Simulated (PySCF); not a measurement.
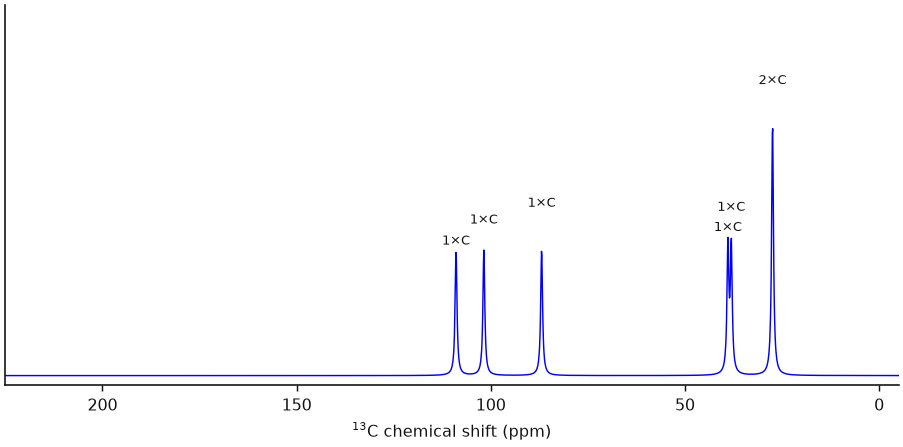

GIAO shifts, PBE0/pcSseg-1, PySCF, at a PBE0-D3(BJ)/def2-SVP geometry (no frequency check), against TMS for ¹³C computed at the same level. Gas phase, fully decoupled, line heights follow the number of nuclei, widths are arbitrary (no quadrupolar broadening); values of one conformer, averaged over methyl-type rotors and exact or near symmetry; other conformers aren't averaged in.

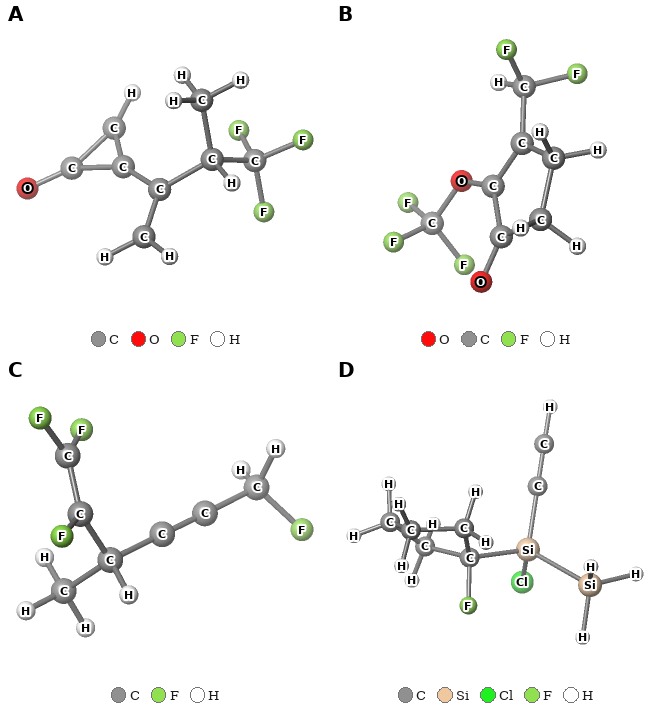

Which structure fits the spectrum? The candidates are drawn in the second picture.

Answer. Structure D, C₇H₁₂ClFSi₂, SMILES C#C[Si@]([SiH3])(Cl)C1(F)CCCC1. Its ¹³C signals: 109.0 (1 C), 101.8 (1 C), 86.9 (1 C), 38.9 (1 C), 38.1 (1 C), 27.4 (2 C) ppm.
